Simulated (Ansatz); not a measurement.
# A small benchmark: atomisation enthalpy at 298 K

6 molecules holding an element past argon; the atomisation enthalpy at 298 K in kJ/mol, computed less measured. Shapes, held fixed at every level: PBE0-D4/def2-TZVP. Thermal terms are harmonic and unscaled (PBE0-D4/def2-TZVP); the spin-orbit lowering of the free atoms is taken from their spectra. Programs: Ansatz 0.2.0. Measured values: Active Thermochemical Tables, CRC Handbook of Chemistry and Physics.

Levels: A = HF/def2-SVP; B = r2SCAN-D4/def2-TZVPP; C = B2PLYP/def2-TZVPP; D = CCSD/def2-TZVPP; E = FCI/STO-3G.

```csv
molecule,from tabulated heats,A,B,C,D,E
H2Se (hydrogen selenide),633,-207,+14,+4,-6,+41
H2Te (hydrogen telluride),533,-201,+11,+9,-1,+79
AsH3 (arsine),890,-313,-11,-17,-38,+130
CH3Br (SMILES CBr),1519,-407,+1,-19,-55,+82
CH3I (methyl iodide),1463,-413,-7,-22,-59,+89
GeH4 (germane),1153,-280,+18,+5,+10,+421
```

Q: Sum up the errors.

A: 
```json
{"level": "HF/def2-SVP", "kind": "Hartree–Fock", "mean error": "-303.5", "mean absolute error": "303.5", "worst case": "CH3I"}
{"level": "r2SCAN-D4/def2-TZVPP", "kind": "meta-GGA", "mean error": "+4.3", "mean absolute error": "10.3", "worst case": "GeH4"}
{"level": "B2PLYP/def2-TZVPP", "kind": "double hybrid", "mean error": "-6.7", "mean absolute error": "12.7", "worst case": "CH3I"}
{"level": "CCSD/def2-TZVPP", "kind": "coupled cluster or CI", "mean error": "-24.8", "mean absolute error": "28.2", "worst case": "CH3I"}
{"level": "FCI/STO-3G", "kind": "exact in the basis", "mean error": "+140.3", "mean absolute error": "140.3", "worst case": "GeH4"}
```

On this set r2SCAN-D4/def2-TZVPP has the smallest mean absolute error and HF/def2-SVP the largest. HF/def2-SVP is too low in 6 of 6; r2SCAN-D4/def2-TZVPP is too high in 4 of 6; CCSD/def2-TZVPP is too low in 5 of 6; FCI/STO-3G is too high in 6 of 6. The heats of H2Se, H2Te come from older tables and can be uncertain by 10 kJ/mol or more. The molecules' own spin-orbit binding is left out, so errors for heavy halides read too negative. The smallest two are near a tie. For HF/def2-SVP and CCSD/def2-TZVPP the error grows with the size of the molecule. Hartree–Fock lacks correlation and underbinds. Rows in very small basis sets show the basis more than the method. Correlated wave functions converge slowly with the basis. CCSD also lacks the triples, which bind further. For atoms past krypton def2 sets carry core potentials with scalar relativity. All-electron rows are non-relativistic unless named. Relativity is left out for As, Br, Ge, Se. Outer-core shells of As, Br, Ge, I, Se, Te are correlated in most correlated rows, in sets that cover them unevenly. The set is small.

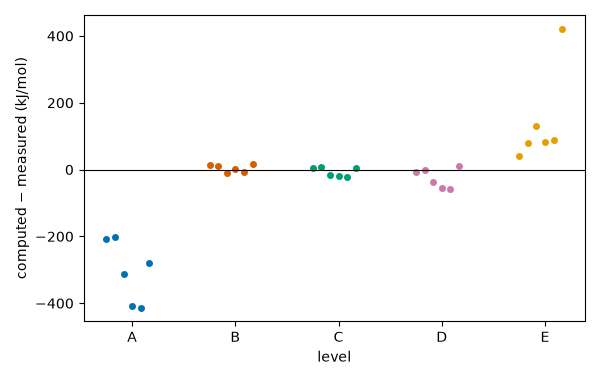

Errors of each level, one point a molecule.
